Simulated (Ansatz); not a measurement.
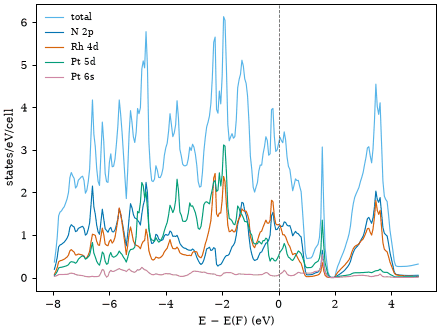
Figure. Total and projected density of states of PtRhN2 in space group R-3m (No. 166; Rh on 3b, Pt on 3a, N on 6c), plane-wave PAW PBE (Ansatz code)

Question: Which orbitals carry the states next to the Fermi level?

Answer: Within 0.5 eV of the Fermi level: Rh 4d 38 %, N 2p 37 %, Pt 5d 19 %. Projections are on Löwdin-orthogonalised atomic valence shells; empty p or d shells of many metals are not among them.

Question: Where is the tallest occupied peak in this window, and what makes it?

Answer: Near -1.9 eV, about 6.1 states/eV per cell; the largest projected share is Pt 5d.

The start of the workflow was typed in or built on a structure type; neither database checked (COD, Materials Project) lists it. Its standing as an ambient phase is unchecked. The PBE relaxation kept the symmetry of its start; whether a distortion lowers the energy is not shown. The workflow began spin-polarised and lost its moments. Its formation energy is positive at this level, so the cell may be metastable or incomplete. Spin–orbit coupling is left out wherever it is not named.

Potentials: the earlier of the program's two PAW sets.
